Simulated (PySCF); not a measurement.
SMILES [CH]=O (CHO (cation, charge +1)) at its B3LYP/def2-SVP optimised geometry (Å):

```
3

C     -0.0023     0.0000     0.0000
O     -1.1095     0.0000     0.0000
H      1.1095     0.0000     0.0000
```

Method: B3LYP/def2-TZVP in PySCF. Cells within 0.4 Å of a nucleus heavier than hydrogen are left out (blank, or x).

Map of the log10 of the electron density (e/bohr³), floored at −4 on the plane z = 0.0 Å:

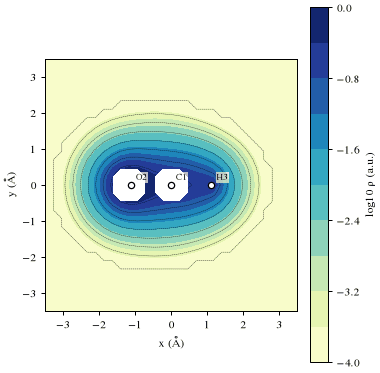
Figure. Log10 of the electron density (e/bohr³), floored at −4 on the plane z = 0.0 Å.
